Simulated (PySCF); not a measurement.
```yaml
atoms:
  - { symbol: C, position_ang: [3.4125, 0.5010, 0.1324] }
  - { symbol: C, position_ang: [2.4830, -0.2005, -0.1725] }
  - { symbol: B, position_ang: [1.3040, -1.0872, -0.5641] }
  - { symbol: O, position_ang: [0.0876, -0.8734, -0.0978] }
  - { symbol: Si, position_ang: [-1.0163, -0.0961, 0.7932] }
  - { symbol: C, position_ang: [-2.2989, 0.5936, -0.4218] }
  - { symbol: H, position_ang: [4.2308, 1.1088, 0.3945] }
  - { symbol: H, position_ang: [1.4775, -1.9894, -1.3058] }
  - { symbol: H, position_ang: [-0.4244, 0.9861, 1.5898] }
  - { symbol: H, position_ang: [-1.5535, -1.1556, 1.6509] }
  - { symbol: H, position_ang: [-3.1256, 1.0508, 0.1131] }
  - { symbol: H, position_ang: [-1.8711, 1.3510, -1.0744] }
  - { symbol: H, position_ang: [-2.7099, -0.1886, -1.0551] }
```

Geometry: GFN2-xTB.

Method: PySCF, B3LYP/def2-SVPD, SCF density, gas phase.

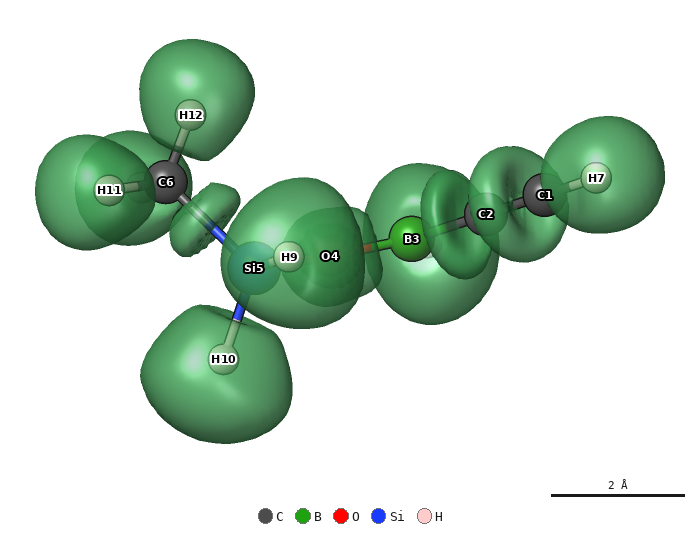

C$_{3}$H$_{7}$BOSi. Isosurface of the ELF at 0.8 (green), seen from one side. Only the valence region is drawn (cores and ρ < 0.01 e/Å³ removed).

**Where are the electrons localised?**

The ELF exceeds this value in one region between bonded B–C atoms (shared pairs), one region between bonded C–C atoms (shared pairs), one region between bonded C–Si atoms (shared pairs), seven regions around hydrogen nuclei and one region on O in which the atom's valence shell and bonds are merged.

Values along the shortest contacts:
C–C (1.20 Å): the ELF peaks at about 0.85 between the atoms; a short, multiple covalent bond. B–O (1.32 Å): the ELF peaks at about 0.90 between the atoms; a short, strongly polar bond.
